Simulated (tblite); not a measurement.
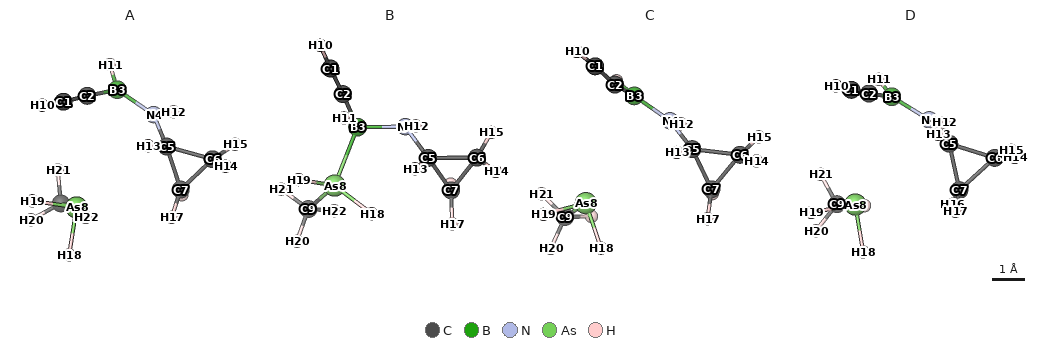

4 geometries from one relaxation of C$_{6}$H$_{13}$AsBN, in shuffled order. The picture is a ball-and-stick view, seen from a free direction.

The calculation used GFN2-xTB geometry optimisation, gas phase in tblite. 

Question: Order the frames from highest to lowest energy.

Answer: B, C, D, A. They are steps 0, 25, 105, 235, at +53.4 kcal/mol, +7.24 kcal/mol, +1.34 kcal/mol relative to the last. The largest move after the best rigid fit is that of H10, 1.98 Å. Largest moves by element: H 1.98 Å, B 1.46 Å, As 1.15 Å, C 1.13 Å, N 0.75 Å. Near-neighbour distances that change, for instance: B3–As8 2.025 → 4.387 Å, C2–As8 2.947 → 3.612 Å, B3–N4 1.506 → 1.384 Å, As8–H19 1.557 → 1.498 Å. Bonds break: B3–As8 (2.03 → 4.39 Å). Among the angles between lasting bonds that change: H18–As8–H19 113.0° → 88.6°, C9–As8–H18 112.0° → 94.3°, N4–B3–H11 106.7° → 119.5°. Over 235 geometry steps the energy falls by 53.4 kcal/mol.
